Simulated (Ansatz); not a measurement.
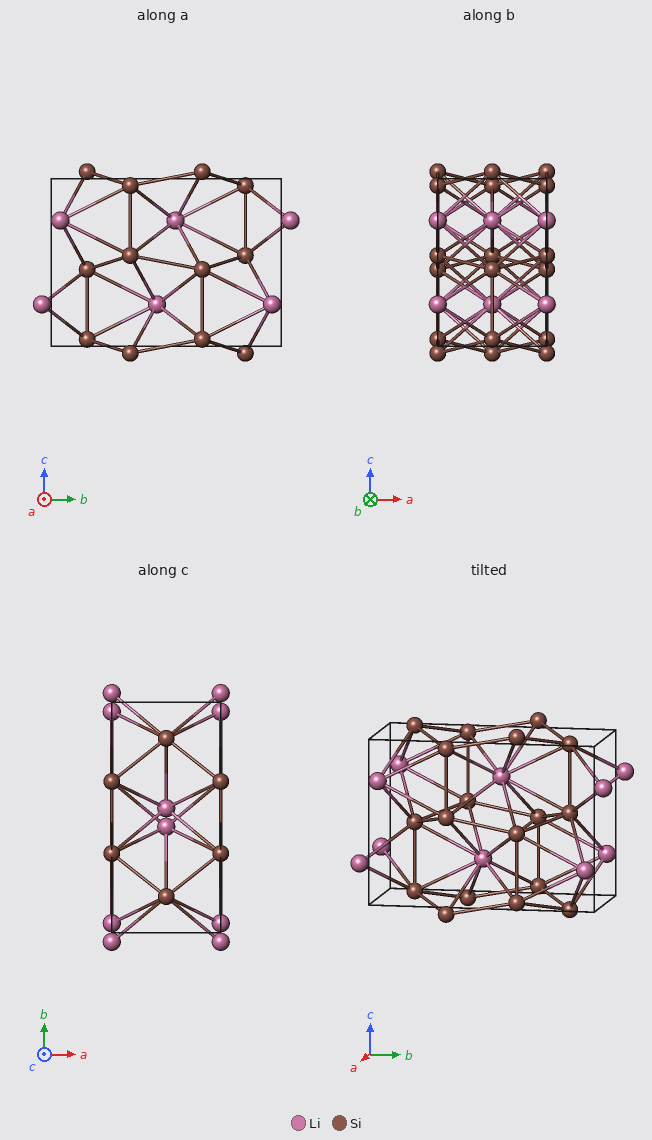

View along the a axis, along the b axis, along the c axis and slightly off an axis, drawn as a ball-and-stick model. The wireframe shows the conventional unit cell.

Lattice parameters: a = 3.716 Å, b = 7.853 Å, c = 5.722 Å, α = 90.00°, β = 90.00°, γ = 90.00°. Put a along x and b in the xy plane.

Q: Express the structure as a POSCAR file, with free fractional coordinates to two decimals.

A:
```
Li Si
1.0
     3.716    0.000    0.000
     0.000    7.853    0.000
     0.000    0.000    5.722
Li Si
4 8
Direct
  0.00 0.04 0.75
  0.50 0.46 0.25
  0.50 0.54 0.75
  0.00 0.96 0.25
  0.00 0.34 0.54
  0.50 0.16 0.04
  0.00 0.34 0.96
  0.50 0.16 0.46
  0.50 0.84 0.54
  0.00 0.66 0.04
  0.50 0.84 0.96
  0.00 0.66 0.46
```

The cell started as a structure type filled with these elements by a generator (whether the compound takes this form wasn't checked). It was relaxed at fixed volume with DFT PBE, scalar-relativistic, plane waves, PAW (Ansatz).

At this level of theory the cell isn't at rest (compressed, at 7 GPa), so its distances can differ from those at equilibrium, the more so the softer the solid.
